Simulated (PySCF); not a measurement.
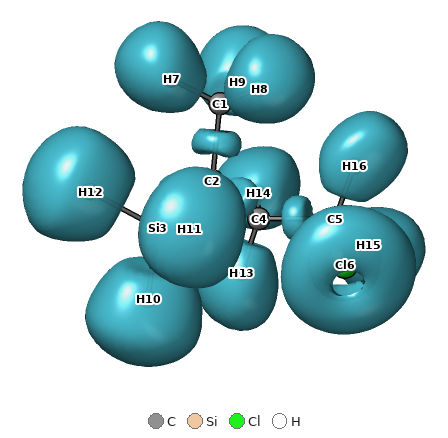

Figure. C₄H₁₀ClSi (SMILES C[C]([SiH3])CCCl) (doublet). Isosurface of the electron localisation function at 0.8 (cyan), seen at a tilt. Only the valence region is drawn (cores and ρ < 0.01 e/Å³ removed).

Geometry: GFN2-xTB.

Method: UKS B3LYP, pcH-1 on C Cl H Si, non-relativistic, mean-field spin-orbit, GIAO in PySCF.

```xyz
16

C    -0.9565    1.1614    0.8318
C    -0.4564    0.2702   -0.2467
Si   -1.5224   -1.0875   -0.9290
C     0.9857    0.3811   -0.5970
C     1.9038   -0.1732    0.4986
Cl    1.6435   -1.9236    0.7135
H    -2.0139    1.3810    0.6929
H    -0.8642    0.6759    1.8093
H    -0.3989    2.0980    0.8769
H    -0.8889   -1.5916   -2.1486
H    -1.7061   -2.1952    0.0189
H    -2.8466   -0.5271   -1.2265
H     1.1943   -0.1518   -1.5261
H     1.2663    1.4337   -0.7289
H     2.9530   -0.0401    0.2346
H     1.6997    0.2977    1.4595
```

Q: What do the ELF domains correspond to?

A: The ELF exceeds this value in three regions between bonded C–C atoms (shared pairs), one region between bonded C–Cl atoms (shared pairs), one region between bonded C–Si atoms (shared pairs), ten regions around hydrogen nuclei and one ring or bowl of non-bonding electrons around Cl. Along the contacts the grid gives the following. C–C (1.49 Å): the ELF peaks at about 0.95 between the atoms, as expected for a shared electron pair. C–Cl (1.78 Å): the ELF peaks at about 0.90 between the atoms; a covalent bond.
